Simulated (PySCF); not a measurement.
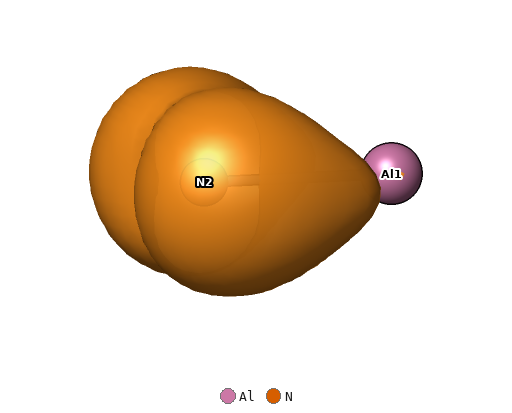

AlN (charge −1, doublet). Isosurfaces of the spin density at +0.03 (orange) and −0.03 e/Å³ (purple), seen from one side.

Level of theory: PBE0/def2-SVPD, non-relativistic Hamiltonian with scalar-relativistic core potentials where named, at a bond length of 1.785 Å (PySCF 2.14.0).

```yaml
atoms:
  - { symbol: Al, position_ang: [0.0000, 0.0000, -0.6099] }
  - { symbol: N, position_ang: [0.0000, 0.0000, 1.1751] }
```

### Which atoms carry the spin?

The unpaired spin (1 electron) lies mostly on N2 (about 0.9) and Al1 (about 0.1), in electrons by Hirshfeld's partition.
